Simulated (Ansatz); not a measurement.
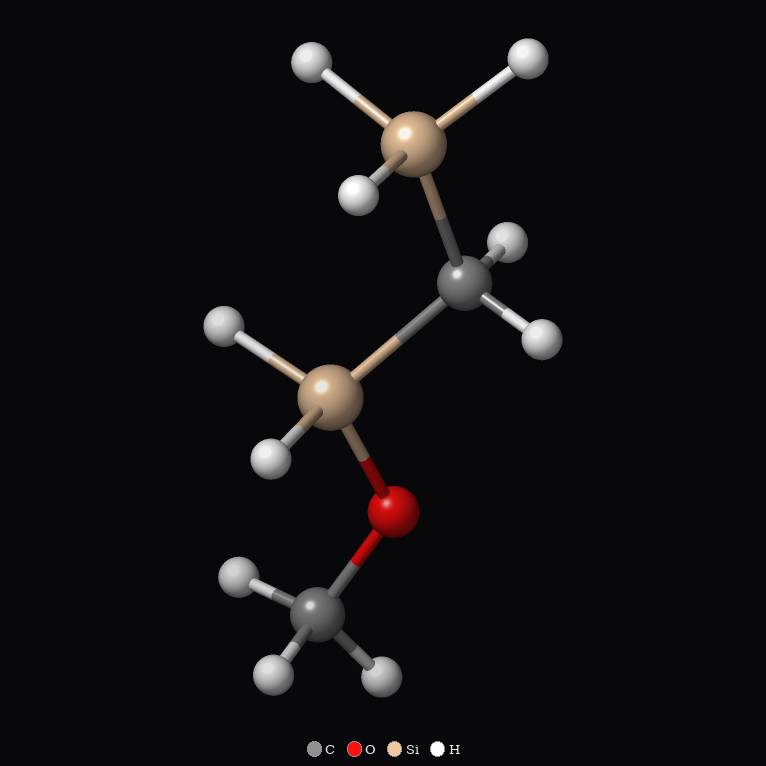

The computed structure is the end point of a PBE0-D4/def2-TZVP optimisation. No frequency run is at hand to confirm it as a minimum. Program: Ansatz 0.2.0.

Compare HOMO energy (eV), dipole (D), HOMO–LUMO gap (eV) at these levels: B3LYP-D4/def2-TZVPP; PBE-D4/def2-TZVPP; r2SCAN-D4/def2-TZVPP; ωB97M-V/def2-TZVPP.

```
               level  HOMO energy (eV)  dipole (D)  HOMO–LUMO gap (eV)
 B3LYP-D4/def2-TZVPP             −7.87        0.93                8.03
   PBE-D4/def2-TZVPP             −6.57        0.93                6.07
r2SCAN-D4/def2-TZVPP             −6.90        0.96                6.78
  ωB97M-V/def2-TZVPP            −10.46        0.96               12.47
```
